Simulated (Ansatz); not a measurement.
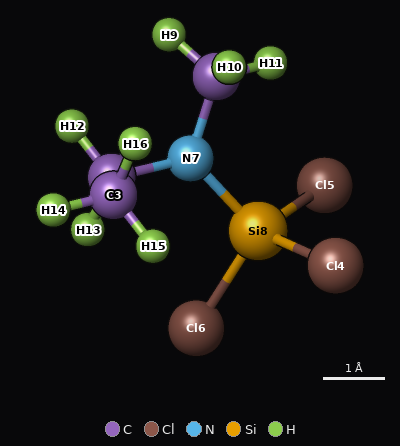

*The structure as given in the input (ball-and-stick view, seen at a tilt; atoms are numbered from 1 in the order of the input).*

Run report: C₃H₈Cl₃NSi, geometry relaxation (part 1 of 2)

System: C₃H₈Cl₃NSi.
Method: RKS PBE-D4/def2-SVP (Ansatz 0.2.0).

The geometry: GFN2-xTB start. Figures and captions count atoms from 1; the log counts them from 0 in places.

### The input
```yaml
crystal:
  periodic: [false, false, false]
  atoms:
    - {symbol: C, position_ang: [0.317130, 1.517680, 0.687560]}
    - {symbol: C, position_ang: [-0.784560, -0.648250, 0.590840]}
    - {symbol: C, position_ang: [0.321960, -1.630440, 0.963730]}
    - {symbol: Cl, position_ang: [1.835730, -0.054350, -2.398780]}
    - {symbol: Cl, position_ang: [-0.373120, 2.351240, -2.542830]}
    - {symbol: Cl, position_ang: [-1.350020, -0.810380, -2.668550]}
    - {symbol: N, position_ang: [-0.306610, 0.508790, -0.150870]}
    - {symbol: Si, position_ang: [-0.045630, 0.484140, -1.844330]}
    - {symbol: H, position_ang: [-0.356600, 1.768860, 1.508220]}
    - {symbol: H, position_ang: [1.265290, 1.169090, 1.104400]}
    - {symbol: H, position_ang: [0.506860, 2.416310, 0.106690]}
    - {symbol: H, position_ang: [-1.277570, -0.282210, 1.496220]}
    - {symbol: H, position_ang: [-1.530720, -1.161220, -0.017340]}
    - {symbol: H, position_ang: [-0.101890, -2.475860, 1.498730]}
    - {symbol: H, position_ang: [0.814560, -1.996100, 0.066150]}
    - {symbol: H, position_ang: [1.065170, -1.157290, 1.600170]}
basis:
  gaussian: {orbitals: def2-SVP}
hamiltonian: {xc: pbe, dispersion: d4}
scf: {lower_state_search: "off"}
output: {orbitals: {seedname: orbitals}}
relax: {f_tol: 0.02, max_steps: 100}
```

Launch command:
```bash
ansatz run in.yaml --threads 4 --pin off --events-out ev --progress --plain --max-ram 4787MiB
```

### The program's output
```
Functional definition: PBE
  name "PBE"
  cite "Perdew, Burke & Ernzerhof, Phys. Rev. Lett. 77, 3865 (1996) doi:10.1103/PhysRevLett.77.3865"
  parent pbe
  parameter kappa = 0.804
  parameter beta = 0.06672455060314922
  exchange = pbe_x(kappa = kappa, mu = beta*pi^2/3)
  correlation = pbe_c(beta = beta)
these checks for a lower state are left out or cut short: stability, starts, cluster_reference, orbital_swaps, neighbouring_geometries, increment
1891 factors; their error is unknown
mean field evaluation 1: about -50125.3574 eV, gradient 7.2e1 eV
mean field evaluation 2: about -50083.8535 eV, gradient 1.4e2 eV
mean field evaluation 4: about -50138.2079 eV, gradient 1.1e1 eV
mean field evaluation 8: about -50138.4399 eV, gradient 2.9e-1 eV
mean field evaluation 16: about -50138.3202 eV, gradient 4.2e-4 eV
mean field -50138.32016918 eV, -1842.5492812432 hartree, gradient 2.8e-6 eV, S^2 0.000000; 0 other end points of the search recorded, 0 dependent functions left out
the calculation of the forces begins
reference -50138.32020594 eV, -1842.5492825943 hartree; 49, 49 occupied and 119, 119 virtual orbitals, 1891 factors
relax step   1: F+E_penalty+E_count = -50138.90548573 eV  Δ(F+E_penalty+E_count) = +0.000e0 eV  max|allowed force component| = 9.524e-1 eV/Å  Δτ_max = 0.0000 Å  (20 SCF iters, accepted)
these checks for a lower state are left out or cut short: stability, starts, cluster_reference, orbital_swaps, neighbouring_geometries, increment
1891 factors; their error is unknown
mean field -50138.48125988 eV, -1842.5552012175 hartree, gradient 1.9e-6 eV, S^2 0.000000; 0 other end points of the search recorded, 0 dependent functions left out
[... from here on the field's lines of each further geometry are left out, up to the last ...]
relax step   2: F+E_penalty+E_count = -50139.05378775 eV  Δ(F+E_penalty+E_count) = -1.483e-1 eV  max|allowed force component| = 2.234e-1 eV/Å  Δτ_max = 0.0970 Å  (20 SCF iters, accepted)
relax step   3: F+E_penalty+E_count = -50139.06280692 eV  Δ(F+E_penalty+E_count) = -9.019e-3 eV  max|allowed force component| = 6.342e-2 eV/Å  Δτ_max = 0.0260 Å  (20 SCF iters, accepted)
relax step   4: F+E_penalty+E_count = -50139.06353273 eV  Δ(F+E_penalty+E_count) = -7.258e-4 eV  max|allowed force component| = 2.663e-2 eV/Å  Δτ_max = 0.0098 Å  (20 SCF iters, accepted)
relax step   5: F+E_penalty+E_count = -50139.06369669 eV  Δ(F+E_penalty+E_count) = -1.640e-4 eV  max|allowed force component| = 3.072e-2 eV/Å  Δτ_max = 0.0180 Å  (20 SCF iters, accepted)
relax step   6: F+E_penalty+E_count = -50139.06429715 eV  Δ(F+E_penalty+E_count) = -6.005e-4 eV  max|allowed force component| = 3.117e-2 eV/Å  Δτ_max = 0.0471 Å  (19 SCF iters, accepted)
relax step   7: F+E_penalty+E_count = -50139.06507962 eV  Δ(F+E_penalty+E_count) = -7.825e-4 eV  max|allowed force component| = 7.542e-2 eV/Å  Δτ_max = 0.1211 Å  (18 SCF iters, accepted)
relax step   8: F+E_penalty+E_count = -50139.06577528 eV  Δ(F+E_penalty+E_count) = -6.957e-4 eV  max|allowed force component| = 3.614e-2 eV/Å  Δτ_max = 0.0241 Å  (20 SCF iters, accepted)
relax step   9: F+E_penalty+E_count = -50139.06641452 eV  Δ(F+E_penalty+E_count) = -6.392e-4 eV  max|allowed force component| = 2.054e-2 eV/Å  Δτ_max = 0.0304 Å  (20 SCF iters, accepted)
relax step  10: F+E_penalty+E_count = -50139.06701691 eV  Δ(F+E_penalty+E_count) = -6.024e-4 eV  max|allowed force component| = 5.615e-2 eV/Å  Δτ_max = 0.1168 Å  (20 SCF iters, accepted)
relax step  11: F+E_penalty+E_count = -50139.06704730 eV  Δ(F+E_penalty+E_count) = -3.039e-5 eV  max|allowed force component| = 6.678e-2 eV/Å  Δτ_max = 0.0497 Å  (19 SCF iters, accepted)
relax step  12: F+E_penalty+E_count = -50139.06750134 eV  Δ(F+E_penalty+E_count) = -4.540e-4 eV  max|allowed force component| = 3.445e-2 eV/Å  Δτ_max = 0.0198 Å  (20 SCF iters, accepted)
relax step  13: F+E_penalty+E_count = -50139.06759700 eV  Δ(F+E_penalty+E_count) = -9.565e-5 eV  max|allowed force component| = 2.227e-2 eV/Å  Δτ_max = 0.0060 Å  (21 SCF iters, accepted)
relax step  14: F+E_penalty+E_count = -50139.06767298 eV  Δ(F+E_penalty+E_count) = -7.598e-5 eV  max|allowed force component| = 3.797e-2 eV/Å  Δτ_max = 0.0191 Å  (20 SCF iters, accepted)
the calculation of the forces begins
reference -50138.49456190 eV, -1842.5556900577 hartree; 49, 49 occupied and 119, 119 virtual orbitals, 1891 factors
relax step  15: F+E_penalty+E_count = -50139.06592970 eV  Δ(F+E_penalty+E_count) = +1.743e-3 eV  max|allowed force component| = 1.367e-1 eV/Å  Δτ_max = 0.0189 Å  (20 SCF iters, rejected (line search))
these checks for a lower state are left out or cut short: stability, starts, cluster_reference, orbital_swaps, neighbouring_geometries, increment
1891 factors; their error is unknown
mean field evaluation 128: about -50138.4962 eV, gradient 1.7e-6 eV
mean field -50138.49618006 eV, -1842.5557495240 hartree, gradient 1.8e-6 eV, S^2 0.000000; 0 other end points of the search recorded, 0 dependent functions left out
the calculation of the forces begins
reference -50138.49621768 eV, -1842.5557509065 hartree; 49, 49 occupied and 119, 119 virtual orbitals, 1891 factors
relax step  16: F+E_penalty+E_count = -50139.06775439 eV  Δ(F+E_penalty+E_count) = -8.141e-5 eV  max|allowed force component| = 1.809e-2 eV/Å  Δτ_max = 0.0095 Å  (20 SCF iters, accepted)
```

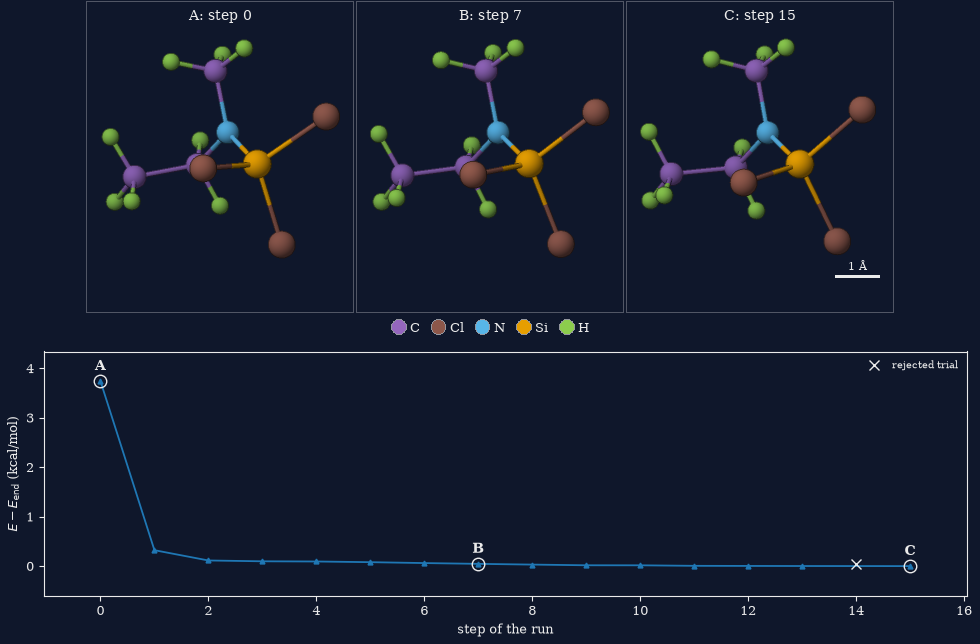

*Frames of the relaxation (ball-and-stick view, seen at a tilt) above the curves, on which the letters mark them (the first geometry is step 0 here and step 1 in the log).*

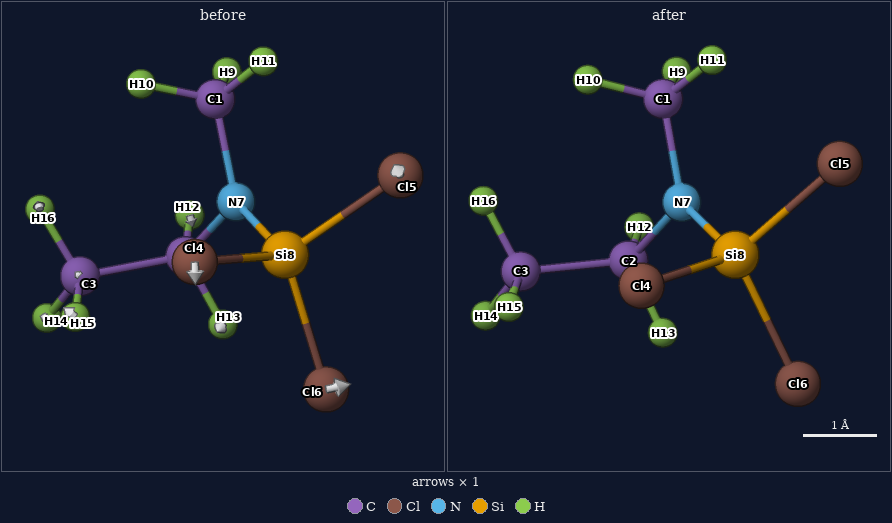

*Before (left) and after (right) the relaxation, at one scale (ball-and-stick view, seen at a tilt). The white arrows give the displacements, at true length.*

Cl6 moves most after the best rigid fit: 0.38 Å. By element the largest moves are Cl 0.38 Å, H 0.23 Å, C 0.10 Å, Si 0.06 Å, N 0.01 Å. Among the contacts that change: Cl6–Si8 2.014 → 2.067 Å, Cl4–Si8 2.034 → 2.080 Å, Cl5–Si8 2.020 → 2.066 Å, C1–H10 1.093 → 1.114 Å. Among the angles that change: H12–C2–H13 108.1° → 106.0°, Cl5–Si8–N7 107.7° → 109.7°. Over 15 geometry steps the energy falls by 3.74 kcal/mol. Largest force component: 0.95 eV/Å at the start, 0.018 eV/Å at the end. The line search rejected the trial step at point 14 (counted from 0) and went back. (Atoms are counted from 1 in the order of the input.)

```
Total energy: -50139.06779201 eV, -1842.5767558756 hartree
Atom 0 at     0.284573     1.531744     0.694236 Å, force    -0.000548    -0.002875    -0.001476 eV/Å
Atom 1 at    -0.746236    -0.712891     0.548573 Å, force     0.003322    -0.001380     0.003025 eV/Å
Atom 2 at     0.390956    -1.616424     1.034579 Å, force    -0.002854     0.000120    -0.000925 eV/Å
Atom 3 at     1.682668    -0.329034    -2.515444 Å, force    -0.000918     0.000281    -0.000896 eV/Å
Atom 4 at    -0.138752     2.457686    -2.551360 Å, force     0.001227     0.000257    -0.000825 eV/Å
Atom 5 at    -1.624730    -0.564204    -2.749038 Å, force    -0.000862     0.001391     0.001947 eV/Å
Atom 6 at    -0.309209     0.501881    -0.150867 Å, force    -0.003729    -0.000838    -0.018090 eV/Å
Atom 7 at    -0.102576     0.511950    -1.857110 Å, force     0.000151    -0.004069     0.015805 eV/Å
Atom 8 at    -0.417784     1.797142     1.515423 Å, force    -0.002004     0.001354     0.003098 eV/Å
Atom 9 at     1.247449     1.216369     1.157007 Å, force     0.000197     0.001329     0.000457 eV/Å
Atom 10 at     0.475036     2.449880     0.106554 Å, force     0.000402     0.000199    -0.001526 eV/Å
Atom 11 at    -1.378496    -0.395482     1.409604 Å, force    -0.000887    -0.001246     0.001440 eV/Å
Atom 12 at    -1.415989    -1.282016    -0.128680 Å, force     0.007202     0.006252    -0.001774 eV/Å
Atom 13 at    -0.016516    -2.504817     1.558358 Å, force     0.000327    -0.001101    -0.000693 eV/Å
Atom 14 at     1.007564    -1.969892     0.183520 Å, force    -0.001161     0.000921     0.000317 eV/Å
Atom 15 at     1.062023    -1.091880     1.744656 Å, force     0.000134    -0.000594     0.000114 eV/Å
Dipole moment:    -0.012796    -0.032511     0.510188 e Å
Checks for a lower state left out: stability, starts, cluster_reference, orbital_swaps, neighbouring_geometries, increment
```

### Trajectory as extended XYZ (Å, eV, eV/Å), 16 frames, from step=1 to step=16
```
16
Properties=species:S:1:pos:R:3:forces:R:3 step=1 energy=-50138.90549
C     0.3171    1.5177    0.6876   -0.1046  -0.4065  -0.5022
C    -0.7846   -0.6482    0.5908    0.6295  -0.1962  -0.2880
C     0.3220   -1.6304    0.9637   -0.5515   0.3778  -0.0886
Cl    1.8357   -0.0544   -2.3988    0.8033  -0.2360  -0.2635
Cl   -0.3731    2.3512   -2.5428   -0.1063   0.9310  -0.4723
Cl   -1.3500   -0.8104   -2.6686   -0.6509  -0.6921  -0.5131
N    -0.3066    0.5088   -0.1509   -0.1730   0.1062   0.0809
Si   -0.0456    0.4841   -1.8443   -0.0819   0.1234   0.9524
H    -0.3566    1.7689    1.5082   -0.3678   0.2439   0.5282
H     1.2653    1.1691    1.1044    0.6207  -0.0963   0.3603
H     0.5069    2.4163    0.1067    0.1469   0.6389  -0.2954
H    -1.2776   -0.2822    1.4962   -0.3927   0.1774   0.4577
H    -1.5307   -1.1612   -0.0173   -0.5056  -0.2808  -0.2385
H    -0.1019   -2.4759    1.4987   -0.1908  -0.6345   0.4033
H     0.8146   -1.9961    0.0662    0.3692  -0.2960  -0.5507
H     1.0652   -1.1573    1.6002    0.5555   0.2398   0.4295
16
Properties=species:S:1:pos:R:3:forces:R:3 step=2 energy=-50139.05379
C     0.3250    1.5327    0.6875   -0.0423  -0.1284  -0.1697
C    -0.7757   -0.6684    0.5885    0.1321  -0.1316  -0.0095
C     0.3217   -1.6603    0.9912   -0.1435   0.2234  -0.1302
Cl    1.8457   -0.0401   -2.4300   -0.0549   0.0172   0.0185
Cl   -0.3714    2.4227   -2.6084   -0.0047  -0.1405   0.0801
Cl   -1.3858   -0.8187   -2.7267    0.0379   0.0963   0.0512
N    -0.3093    0.5124   -0.1413   -0.0006   0.0375  -0.0168
Si   -0.0742    0.5166   -1.8435    0.0479   0.0020  -0.0786
H    -0.3513    1.8055    1.5187   -0.1096   0.0836   0.1565
H     1.2881    1.1988    1.1220    0.1630  -0.0420   0.0813
H     0.5160    2.4428    0.0971    0.0347   0.1698  -0.1017
H    -1.3009   -0.3060    1.4938   -0.1381   0.0545   0.1328
H    -1.5311   -1.1874   -0.0262   -0.1327  -0.0604  -0.1041
H    -0.1083   -2.5117    1.5443   -0.0771  -0.1471   0.1063
H     0.8323   -2.0531    0.0962    0.1203  -0.0958  -0.1398
H     1.0791   -1.1859    1.6365    0.1677   0.0615   0.1236
16
Properties=species:S:1:pos:R:3:forces:R:3 step=3 energy=-50139.06281
C     0.3270    1.5360    0.6844   -0.0072  -0.0356  -0.0328
C    -0.7829   -0.6738    0.5866    0.0634  -0.0613   0.0204
C     0.3242   -1.6569    0.9864   -0.0603   0.0412  -0.0126
Cl    1.8513   -0.0465   -2.4216   -0.0547   0.0069   0.0133
Cl   -0.3774    2.4120   -2.5911    0.0205  -0.0309   0.0102
Cl   -1.3953   -0.8050   -2.7182    0.0311   0.0193   0.0048
N    -0.3147    0.5126   -0.1369    0.0058   0.0382   0.0184
Si   -0.0675    0.5099   -1.8367   -0.0095   0.0199  -0.0489
H    -0.3498    1.8279    1.5171    0.0011   0.0146   0.0061
H     1.2922    1.1991    1.1264    0.0063   0.0063   0.0109
H     0.5274    2.4441    0.0828   -0.0045  -0.0016  -0.0035
H    -1.3243   -0.3169    1.4917   -0.0134  -0.0079   0.0028
H    -1.5349   -1.1945   -0.0402   -0.0022   0.0093  -0.0071
H    -0.1032   -2.5142    1.5444    0.0114  -0.0131   0.0124
H     0.8417   -2.0540    0.0896    0.0051  -0.0042   0.0026
H     1.0863   -1.1799    1.6351    0.0072  -0.0009   0.0032
16
Properties=species:S:1:pos:R:3:forces:R:3 step=4 energy=-50139.06353
C     0.3284    1.5349    0.6832   -0.0074  -0.0096  -0.0085
C    -0.7817   -0.6772    0.5852    0.0084  -0.0266   0.0170
C     0.3246   -1.6571    0.9904   -0.0134   0.0158  -0.0069
Cl    1.8416   -0.0458   -2.4229   -0.0001  -0.0042   0.0006
Cl   -0.3742    2.4163   -2.5898    0.0014   0.0011   0.0046
Cl   -1.3966   -0.7991   -2.7226   -0.0064   0.0059  -0.0032
N    -0.3157    0.5122   -0.1364    0.0071   0.0137   0.0199
Si   -0.0730    0.5144   -1.8371    0.0050  -0.0027  -0.0160
H    -0.3475    1.8329    1.5154    0.0084   0.0021  -0.0068
H     1.2934    1.1980    1.1273   -0.0111   0.0044  -0.0037
H     0.5308    2.4412    0.0787   -0.0022  -0.0109   0.0072
H    -1.3305   -0.3234    1.4879    0.0008  -0.0066  -0.0087
H    -1.5301   -1.1984   -0.0463    0.0102   0.0074   0.0024
H    -0.1009   -2.5148    1.5510    0.0087   0.0114  -0.0036
H     0.8460   -2.0568    0.0964   -0.0027   0.0036   0.0119
H     1.0854   -1.1775    1.6398   -0.0067  -0.0048  -0.0063
```
